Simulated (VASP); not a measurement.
Band structure of SrTiO3 (cubic perovskite). Method: r2SCAN meta-GGA with spin-orbit coupling, VASP's PBE PAW potentials (set 64) (plane waves; VASP 6.6.1).

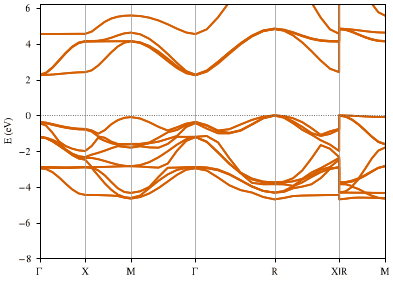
Figure: Bands along high-symmetry lines, zero at the valence-band maximum or, without a gap, the Fermi level

Q: Read the plot: is there a gap, and where are the band edges?

A: The gap is indirect, 2.24 eV, from the valence maximum at R to the conduction minimum at Γ.

Measured: gap 3.59 eV (computed value off by -1.35 eV), as given by Anna Miglio et al., npj Computational Materials (2020), arXiv:2011.12765 [zero-point renormalisation of 336 meV (experimental, the table's column) added back].

The compound is SrTiO3 in the cubic perovskite structure, the ideal cubic form; the compound distorts at low or room temperature. It was relaxed first.
